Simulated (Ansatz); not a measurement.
**CH6SiTe (SMILES C[SiH2][TeH]) at wB97X/def2-SVP (core potential)**

What is the vertical singlet–triplet gap of CH6SiTe at wB97X/def2-SVP (core potential)? 

The results are computed with Ansatz 0.2.0.

55 further runs of the same task are left out: 55 set aside as unsound or not needed. Runs told in other sessions of the task aren't counted.

### 1 The system as given

The species is CH6SiTe (9 atoms), meant as a singlet with charge 0. As SMILES, `C[SiH2][TeH]`. Geometry: relaxed at PBE0-D4/def2-TZVP. This is one conformer, not always the lowest.

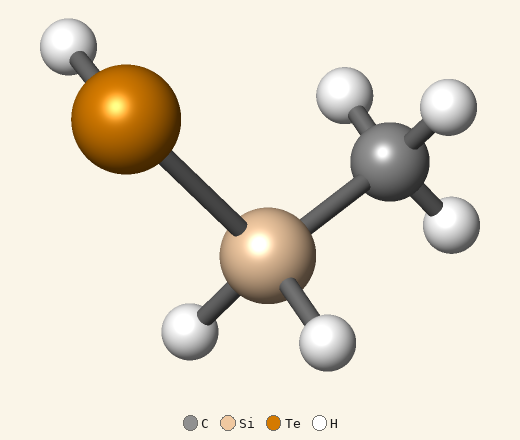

Viewed from a chosen angle; carbon grey, silicon light orange, tellurium orange, hydrogen white.

### 2 A single-point energy at wB97X/def2-SVP (core potential)

Contents of run.yaml:

```yaml
crystal:
  periodic: [false, false, false]
  atoms:
    - symbol: C
      position_ang: [-0.793600, 0.726300, -0.609100]
    - symbol: Si
      position_ang: [0.377700, -0.686600, -0.266400]
    - symbol: Te
      position_ang: [1.980400, -0.179800, 1.584400]
    - symbol: H
      position_ang: [-1.456300, 0.475200, -1.442000]
    - symbol: H
      position_ang: [-0.240000, 1.632000, -0.862400]
    - symbol: H
      position_ang: [-1.409800, 0.936300, 0.267700]
    - symbol: H
      position_ang: [1.262200, -0.952200, -1.431600]
    - symbol: H
      position_ang: [-0.380500, -1.924300, 0.053300]
    - symbol: H
      position_ang: [0.748200, -0.073200, 2.689000]
basis:
  gaussian: {orbitals: def2-SVP}
hamiltonian: {xc: {name: wB97X}}
output: {orbitals: {seedname: orbitals}}
total_charge: 0
accuracy: high
```

Launch:

```
$ ansatz run run.yaml --threads 1 --pin off --max-ram 2610MiB --events-out events.jsonl --progress --plain --runs-dir runs
```

What it wrote:

```text
Warning: RAYON_NUM_THREADS=1 ignored (pool sized by the plan → 1); use --threads N
Functional definition: wB97X
  name "wB97X"
  parameter omega = 0.3/bohr
  parameter cx = 0.157706
  parameter cx1 = 0.726479
  parameter cx2 = 1.04760
  parameter cx3 = -5.70635
  parameter cx4 = 13.2794
  parameter css1 = -4.33879
  parameter css2 = 18.2308
  parameter css3 = -31.7430
  parameter css4 = 17.2901
  parameter cos1 = 2.37031
  parameter cos2 = -11.3995
  parameter cos3 = 6.58405
  parameter cos4 = -3.78132
  exchange = spin_sum(e_x_unif_sr(omega)*poly(b97_u_x, 1 - cx, cx1, cx2, cx3, cx4)) + cx*exact_x_sr(omega)
      + exact_x_lr(omega)
  correlation = spin_sum(e_c_pw_same_spin*poly(b97_u_same, 1, css1, css2, css3, css4))
      + integral(e_c_pw_opposite_spin*poly(b97_u_opposite, 1, cos1, cos2, cos3, cos4))
2131 factors; integrals over basis functions are off by at most 3.5e-9 eV
406 factors; integrals over basis functions are off by at most 1.9e-9 eV
mean field evaluation 1: about -16301.7505 eV, gradient 2.7e1 eV
mean field evaluation 2: about -16302.7591 eV, gradient 1.9e1 eV
mean field evaluation 4: about -16303.6129 eV, gradient 1.3e0 eV
mean field evaluation 8: about -16303.7206 eV, gradient 2.0e-2 eV
mean field evaluation 16: about -16303.7206 eV, gradient 6.9e-5 eV
mean field -16303.72062700 eV, -599.1506819836 hartree, gradient 4.2e-8 eV, S^2 0.000000; 0 other end points of the search recorded, 0 dependent functions left out
reference -16303.72062408 eV, -599.1506818761 hartree; 25, 25 occupied and 63, 63 virtual orbitals, 2131 factors
Total energy: -16303.72062408 eV, -599.1506818761 hartree
```

It took 35 s on 1 thread of Arm Neoverse V1, shared host; peak memory 0.55 GiB.

### 3 The triplet, same level

Contents of in.yaml:

```yaml
crystal:
  periodic: [false, false, false]
  atoms:
    - {symbol: C, position_ang: [-0.793600, 0.726300, -0.609100]}
    - {symbol: Si, position_ang: [0.377700, -0.686600, -0.266400]}
    - {symbol: Te, position_ang: [1.980400, -0.179800, 1.584400]}
    - {symbol: H, position_ang: [-1.456300, 0.475200, -1.442000]}
    - {symbol: H, position_ang: [-0.240000, 1.632000, -0.862400]}
    - {symbol: H, position_ang: [-1.409800, 0.936300, 0.267700]}
    - {symbol: H, position_ang: [1.262200, -0.952200, -1.431600]}
    - {symbol: H, position_ang: [-0.380500, -1.924300, 0.053300]}
    - {symbol: H, position_ang: [0.748200, -0.073200, 2.689000]}
basis:
  gaussian:
    orbitals: def2-SVP
magnetization:
  spin_polarized: true
  initial_magnetization: 2
hamiltonian:
  xc: {name: wB97X}
accuracy: high
output: {orbitals: {seedname: orbitals}}
```

Launch:

```
$ ansatz run in.yaml --threads 1 --pin off --max-ram 2610MiB --events-out events.jsonl --progress --plain --runs-dir runs
```

What it wrote (excerpt; [...] marks lines left out):

```text
Warning: RAYON_NUM_THREADS=1 ignored (pool sized by the plan → 1); use --threads N
[... 2 set-up lines as earlier in the session ...]
[...]
      + exact_x_lr(omega)
[...]
      + integral(e_c_pw_opposite_spin*poly(b97_u_opposite, 1, cos1, cos2, cos3, cos4))
2131 factors; integrals over basis functions are off by at most 3.5e-9 eV
406 factors; integrals over basis functions are off by at most 1.9e-9 eV
[...]
mean field -16299.38215035 eV, -598.9912459074 hartree, gradient 7.4e-8 eV, S^2 2.006656; 4 other end points of the search recorded, 0 dependent functions left out
reference -16299.38214787 eV, -598.9912458160 hartree; 26, 24 occupied and 62, 64 virtual orbitals, 2131 factors
Total energy: -16299.38214787 eV, -598.9912458160 hartree
```

Run time: 1.8 min. Hardware: 1 thread of Arm Neoverse V1, shared host; peak memory 0.94 GiB.

### 4 Outcome

Level: wB97X/def2-SVP (core potential).

| quantity | value |
| --- | --- |
| singlet: total energy | -599.15068 Eh |
| singlet: HOMO energy | -8.44 eV |
| singlet: LUMO energy | 1.76 eV |
| singlet: HOMO–LUMO gap | 10.21 eV |
| triplet: total energy | -598.99125 Eh |
| triplet: HOMO energy (highest over α and β) | -4.18 eV |
| triplet: LUMO energy (lowest over α and β) | -2.87 eV |
| triplet: ⟨S²⟩ | 2.007 |
| vertical energy of the triplet above the singlet | 4.338 eV |

In words: At this shape the triplet lies 4.34 eV (419 kJ/mol) above the singlet.
